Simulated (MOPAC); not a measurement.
# Run report: C$_{4}$H$_{3}$F$_{3}$, geometry relaxation (part 2 of 2)

The same run, continued: C$_{4}$H$_{3}$F$_{3}$, SMILES CC#CC(F)(F)F; PM6-D3H4, closed shell, dispersion D3H4 (MOPAC 23.2.5). The atoms were displaced at random from an optimised geometry.

Geometry of the input (Å):
```
C  0.6146  -1.5491  1.2483
C  0.1776  -0.4738  0.3860
C  -0.1586  0.4224  -0.3440
C  -0.5685  1.4960  -1.2161
F  0.4628  2.1548  -1.7250
F  -1.3181  2.4118  -0.5488
F  -1.3241  1.0608  -2.2349
H  0.3320  -2.5278  0.8157
H  0.1642  -1.4475  2.2165
H  1.7040  -1.5512  1.3630
```

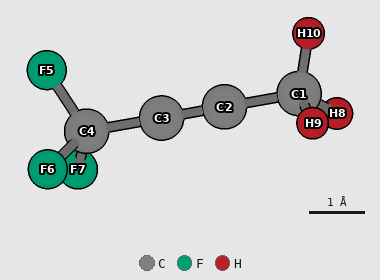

**Figure 1.** The geometry at step 21 of the log (ball-and-stick view, seen at a tilt; atoms are numbered from 1 in the order of the input).

What the program printed, continued:
```
  ATOM NO.   TYPE          CHARGE      No. of ELECS.   s-Pop       p-Pop
    1          C          -0.467880        4.4679     1.07908     3.38880
    2          C           0.191074        3.8089     1.11028     2.69865
    3          C          -0.371531        4.3715     1.10623     3.26530
    4          C           0.604933        3.3951     1.11042     2.28465
    5          F          -0.182041        7.1820     1.97137     5.21067
    6          F          -0.182093        7.1821     1.97138     5.21072
    7          F          -0.182013        7.1820     1.97137     5.21065
    8          H           0.196508        0.8035     0.80349
    9          H           0.196515        0.8035     0.80349
   10          H           0.196527        0.8035     0.80347
 DIPOLE           X         Y         Z       TOTAL
 POINT-CHG.     1.399    -3.589     2.879     4.810
 HYBRID        -0.062     0.160    -0.128     0.214
 SUM            1.337    -3.430     2.752     4.596

          ATOMIC ORBITAL ELECTRON POPULATIONS

     Atom    s        px        py        pz
    1  C   1.07908   1.17839   1.08579   1.12463
    2  C   1.11028   0.88594   0.91182   0.90089
    3  C   1.10623   1.12290   1.05745   1.08495
    4  C   1.11042   0.74142   0.77971   0.76352
    5  F   1.97137   1.58095   1.78104   1.84868
    6  F   1.97138   1.75218   1.62109   1.83745
    7  F   1.97137   1.75064   1.92310   1.53691
    8  H   0.80349
    9  H   0.80349
   10  H   0.80347

          BONDING CONTRIBUTION OF EACH M.O.

  0.2166  0.1713  0.1713  1.9192  1.8136  1.7993  1.2664  1.0808  1.0809  1.5726
  0.0696  0.0697  0.0560  1.7299  1.7287  0.9399  0.9407  1.1796  1.9152  1.9151
 -1.9634 -1.9634 -2.2886 -1.8778 -1.8778 -1.9859 -1.9718 -1.9275 -1.9274 -1.9128
 -1.9399

            (VALENCIES)   BOND ORDERS

     1  C     (3.901)     2  C 1.046     8  H 0.940     9  H 0.940    10  H 0.940     3  C 0.025

     2  C     (3.952)     3  C 2.838     1  C 1.046     6  F 0.016     5  F 0.016     7  F 0.016

     3  C     (3.949)     2  C 2.838     4  C 0.991     1  C 0.025     5  F 0.017     7  F 0.017     6  F 0.017
                          8  H 0.015     9  H 0.015    10  H 0.015

     4  C     (3.812)     3  C 0.991     5  F 0.935     6  F 0.935     7  F 0.935

     5  F     (1.046)     4  C 0.935     7  F 0.039     6  F 0.039     3  C 0.017     2  C 0.016

     6  F     (1.046)     4  C 0.935     5  F 0.039     7  F 0.039     3  C 0.017     2  C 0.016

     7  F     (1.046)     4  C 0.935     5  F 0.039     6  F 0.039     3  C 0.017     2  C 0.016

     8  H     (0.961)     1  C 0.940     3  C 0.015

     9  H     (0.961)     1  C 0.940     3  C 0.015

    10  H     (0.961)     1  C 0.940     3  C 0.015

           MULLIKEN POPULATION ANALYSIS

        MULLIKEN POPULATIONS AND CHARGES

      NO.  ATOM   POPULATION      CHARGE
        1    C     4.616478     -0.616478
        2    C     3.783494      0.216506
        3    C     4.398611     -0.398611
        4    C     3.357548      0.642452
        5    F     7.192014     -0.192014
        6    F     7.192065     -0.192065
        7    F     7.191989     -0.191989
        8    H     0.755944      0.244056
        9    H     0.755939      0.244061
       10    H     0.755918      0.244082

 *                    *
 * JOB ENDED NORMALLY *
 *                    *

 TOTAL JOB TIME:             0.09 SECONDS

 == MOPAC DONE ==
```

Trajectory as extended XYZ (Å, eV, eV/Å), 10 of the 38 frames kept, from step=0 to step=37:
```
10
Properties=species:S:1:pos:R:3:forces:R:3 step=0 energy=-4.80461
C     0.6146   -1.5491    1.2483   -0.2196   0.5159  -1.2086
C     0.1776   -0.4738    0.3860    0.3781  -0.5837   0.3841
C    -0.1586    0.4224   -0.3440   -0.0853   0.1297  -0.1567
C    -0.5685    1.4960   -1.2161   -0.5538  -0.6223   1.2381
F     0.4628    2.1548   -1.7250    0.0767   0.4827  -0.4700
F    -1.3181    2.4118   -0.5488    0.3415  -0.2738  -0.7478
F    -1.3241    1.0608   -2.2349    0.1018   0.4934  -0.0278
H     0.3320   -2.5278    0.8157   -0.2431  -0.4406  -0.2804
H     0.1642   -1.4475    2.2165   -0.6211   0.1355   1.2616
H     1.7040   -1.5512    1.3630    0.8248   0.1632   0.0075
10
Properties=species:S:1:pos:R:3:forces:R:3 step=4 energy=-4.91017
C     0.6131   -1.5525    1.2445    0.0433  -0.0344  -0.0878
C     0.1881   -0.4872    0.3927    0.0194   0.0790  -0.0888
C    -0.1579    0.4135   -0.3335    0.1221  -0.3469   0.2879
C    -0.5691    1.4808   -1.1872   -0.1592  -0.0280  -0.2313
F     0.4486    2.1634   -1.7367   -0.1053   0.0650  -0.0725
F    -1.3154    2.4142   -0.5751   -0.0165   0.0782  -0.1042
F    -1.3198    1.0829   -2.2357    0.1512   0.2035   0.1505
H     0.3231   -2.5427    0.8020   -0.0648  -0.0245   0.0209
H     0.1495   -1.4443    2.2559   -0.0770  -0.0332   0.1176
H     1.7281   -1.5413    1.3603    0.0868   0.0413   0.0077
10
Properties=species:S:1:pos:R:3:forces:R:3 step=8 energy=-4.91519
C     0.6161   -1.5561    1.2493    0.0775  -0.2058  -0.0552
C     0.1935   -0.4964    0.3946   -0.0670   0.2471  -0.1734
C    -0.1573    0.4066   -0.3271    0.0323  -0.0827   0.0478
C    -0.5718    1.4784   -1.1865    0.1317  -0.0540  -0.0323
F     0.4421    2.1686   -1.7427   -0.0784  -0.0366   0.0336
F    -1.3157    2.4182   -0.5834   -0.0518   0.0865   0.0357
F    -1.3177    1.0944   -2.2361   -0.0111  -0.0011  -0.0298
H     0.3185   -2.5502    0.8101    0.0128   0.0501   0.0413
H     0.1463   -1.4522    2.2585   -0.0476  -0.0038   0.1205
H     1.7338   -1.5396    1.3655    0.0017   0.0002   0.0119
10
Properties=species:S:1:pos:R:3:forces:R:3 step=12 energy=-4.91648
C     0.6171   -1.5595    1.2493    0.0058   0.0062   0.0231
C     0.1947   -0.4949    0.3942    0.0038   0.0118  -0.0094
C    -0.1570    0.4056   -0.3285    0.0008   0.0032  -0.0010
C    -0.5710    1.4777   -1.1870    0.0151   0.0017  -0.0063
F     0.4405    2.1689   -1.7420   -0.0161  -0.0063   0.0038
F    -1.3161    2.4202   -0.5840   -0.0042   0.0054   0.0022
F    -1.3181    1.0956   -2.2372   -0.0015   0.0005  -0.0054
H     0.3180   -2.5505    0.8148   -0.0025  -0.0116  -0.0037
H     0.1458   -1.4539    2.2637    0.0024  -0.0038  -0.0059
H     1.7342   -1.5402    1.3680   -0.0035  -0.0070   0.0026
10
Properties=species:S:1:pos:R:3:forces:R:3 step=16 energy=-4.91651
C     0.6171   -1.5598    1.2500    0.0038   0.0021   0.0024
C     0.1959   -0.4945    0.3943    0.0012   0.0062  -0.0051
C    -0.1568    0.4054   -0.3288    0.0050  -0.0018   0.0026
C    -0.5710    1.4776   -1.1873    0.0028   0.0007   0.0005
F     0.4398    2.1692   -1.7424   -0.0035  -0.0021   0.0013
F    -1.3161    2.4202   -0.5839   -0.0007  -0.0026   0.0004
F    -1.3184    1.0963   -2.2377   -0.0009  -0.0033   0.0004
H     0.3178   -2.5510    0.8151   -0.0027  -0.0001  -0.0032
H     0.1454   -1.4549    2.2639   -0.0049   0.0018   0.0013
H     1.7339   -1.5426    1.3702   -0.0001  -0.0009  -0.0006
10
Properties=species:S:1:pos:R:3:forces:R:3 step=21 energy=-4.91654
C     0.6160   -1.5600    1.2499   -0.0020   0.0025  -0.0026
C     0.1992   -0.4930    0.3944    0.0006  -0.0014   0.0006
C    -0.1540    0.4067   -0.3287    0.0024   0.0007  -0.0005
C    -0.5706    1.4778   -1.1873    0.0014  -0.0007  -0.0001
F     0.4387    2.1701   -1.7438   -0.0028   0.0039  -0.0016
F    -1.3166    2.4192   -0.5833    0.0005   0.0008  -0.0014
F    -1.3188    1.0947   -2.2365    0.0007  -0.0020   0.0011
H     0.3143   -2.5491    0.8115   -0.0001  -0.0038   0.0029
H     0.1405   -1.4546    2.2621    0.0016  -0.0023   0.0010
H     1.7324   -1.5471    1.3734   -0.0022   0.0023   0.0007
10
Properties=species:S:1:pos:R:3:forces:R:3 step=25 energy=-4.91655
C     0.6150   -1.5605    1.2500    0.0014   0.0003  -0.0001
C     0.1992   -0.4933    0.3941   -0.0011  -0.0026   0.0021
C    -0.1523    0.4071   -0.3288    0.0002   0.0031  -0.0015
C    -0.5699    1.4781   -1.1872    0.0000  -0.0010   0.0010
F     0.4378    2.1719   -1.7449    0.0001  -0.0010  -0.0009
F    -1.3164    2.4191   -0.5832   -0.0005  -0.0023   0.0002
F    -1.3186    1.0935   -2.2356    0.0006   0.0000  -0.0004
H     0.3138   -2.5503    0.8125   -0.0006   0.0026   0.0002
H     0.1398   -1.4552    2.2623   -0.0015   0.0005  -0.0007
H     1.7313   -1.5472    1.3738    0.0013   0.0004   0.0000
10
Properties=species:S:1:pos:R:3:forces:R:3 step=29 energy=-4.91655
C     0.6151   -1.5604    1.2499    0.0002   0.0005   0.0005
C     0.1991   -0.4933    0.3941    0.0000   0.0002   0.0003
C    -0.1523    0.4072   -0.3287    0.0002  -0.0001  -0.0001
C    -0.5699    1.4780   -1.1872    0.0002  -0.0003  -0.0003
F     0.4378    2.1717   -1.7450   -0.0003   0.0002  -0.0002
F    -1.3164    2.4190   -0.5830   -0.0003  -0.0006  -0.0005
F    -1.3185    1.0936   -2.2357    0.0001  -0.0006  -0.0003
H     0.3136   -2.5500    0.8123    0.0001   0.0002   0.0002
H     0.1396   -1.4551    2.2621   -0.0001   0.0001   0.0001
H     1.7314   -1.5472    1.3739    0.0000   0.0004   0.0002
10
Properties=species:S:1:pos:R:3:forces:R:3 step=33 energy=-4.91655
C     0.6150   -1.5604    1.2500    0.0002   0.0004   0.0005
C     0.1991   -0.4933    0.3941    0.0001   0.0003   0.0002
C    -0.1522    0.4071   -0.3289    0.0001  -0.0001   0.0000
C    -0.5698    1.4780   -1.1873   -0.0001  -0.0002  -0.0002
F     0.4378    2.1718   -1.7450   -0.0001  -0.0001  -0.0002
F    -1.3164    2.4189   -0.5829   -0.0006  -0.0002  -0.0006
F    -1.3186    1.0936   -2.2357    0.0003  -0.0006  -0.0003
H     0.3136   -2.5500    0.8123    0.0003   0.0000   0.0002
H     0.1395   -1.4551    2.2622   -0.0001   0.0003   0.0001
H     1.7314   -1.5472    1.3740   -0.0001   0.0003   0.0002
10
Properties=species:S:1:pos:R:3:forces:R:3 step=37 energy=-4.91655
C     0.6150   -1.5602    1.2502   -0.0011   0.0000   0.0006
C     0.1992   -0.4935    0.3938    0.0003   0.0003   0.0009
C    -0.1521    0.4068   -0.3293    0.0001   0.0007   0.0007
C    -0.5698    1.4779   -1.1874    0.0000  -0.0002  -0.0014
F     0.4377    2.1720   -1.7451   -0.0004  -0.0008  -0.0002
F    -1.3162    2.4186   -0.5826   -0.0008  -0.0004  -0.0004
F    -1.3188    1.0939   -2.2358    0.0005  -0.0002  -0.0003
H     0.3137   -2.5500    0.8129    0.0012  -0.0001  -0.0004
H     0.1389   -1.4547    2.2621    0.0006   0.0008   0.0001
H     1.7313   -1.5467    1.3746   -0.0004  -0.0001   0.0003
```

Summary:

| quantity | value |
| --- | --- |
| outcome | converged |
| total energy | −71.422556 hartree |
| dispersion energy | −0.000936 hartree |
| heat of formation | −113.38 kcal/mol |
| basis functions | 31 |
| largest force | 0.001 eV/Å |
| HOMO | −11.70 eV |
| LUMO | 0.48 eV |
| dipole moment | 4.60 D |
| hardware | 1 thread of Arm Neoverse V1, 24 GiB of memory available, shared host |
| peak memory | 0.092 GiB |

Notes on the run: HEAT OF FORMATION IS ESSENTIALLY STATIONARY. MOPAC's energies along a path are heats of formation.
